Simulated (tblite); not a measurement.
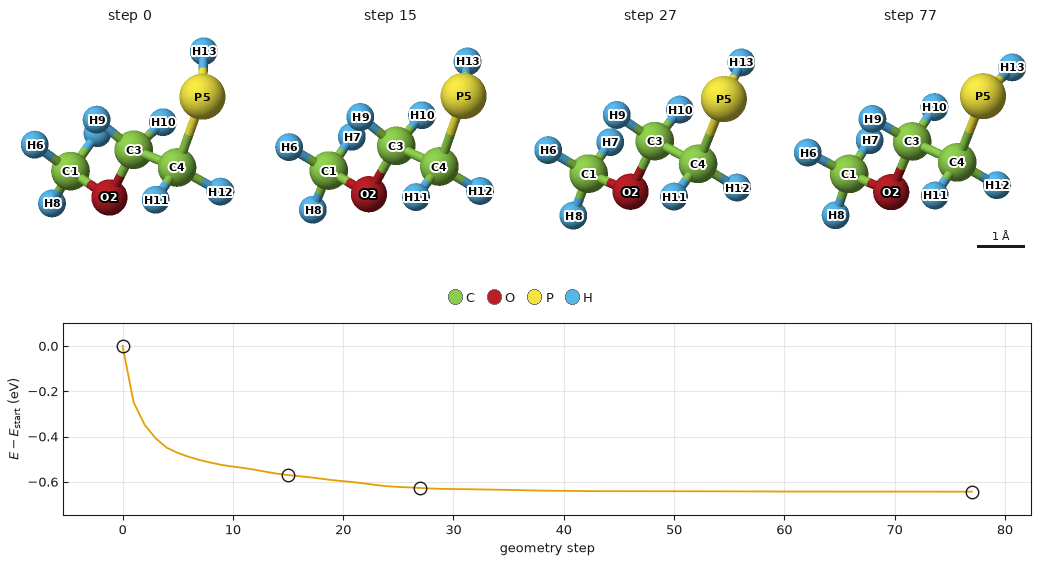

Frames of a relaxation of C3H8OP (charge −1), marked on the history of the run. A ball-and-stick model, seen from a free direction.

Computed with tblite, GFN2-xTB geometry optimisation, gas phase. 

Question: Describe the path.

Answer: The largest move after the best rigid fit is that of H13, 0.75 Å. By element the largest moves are H 0.75 Å, P 0.25 Å, C 0.18 Å, O 0.14 Å. Some distances before and after: O2–C3 1.361 → 1.426 Å, C4–P5 1.807 → 1.871 Å, P5–H13 1.423 → 1.364 Å, C4–H12 1.132 → 1.094 Å. Among the angles between lasting bonds that change: C4–P5–H13 106.2° → 93.3°, O2–C1–H8 115.0° → 107.3°, O2–C1–H6 105.0° → 111.6°. Groups turn about C4–P5 by about 30°. Over 77 geometry steps the energy falls by 0.643 eV. From step 0 to 15: H13 moves most (0.24 Å), energy −0.570 eV. From step 15 to 27: H13 moves most (0.37 Å), energy −0.057 eV. From step 27 to 77: H13 moves most (0.27 Å), energy −0.016 eV.
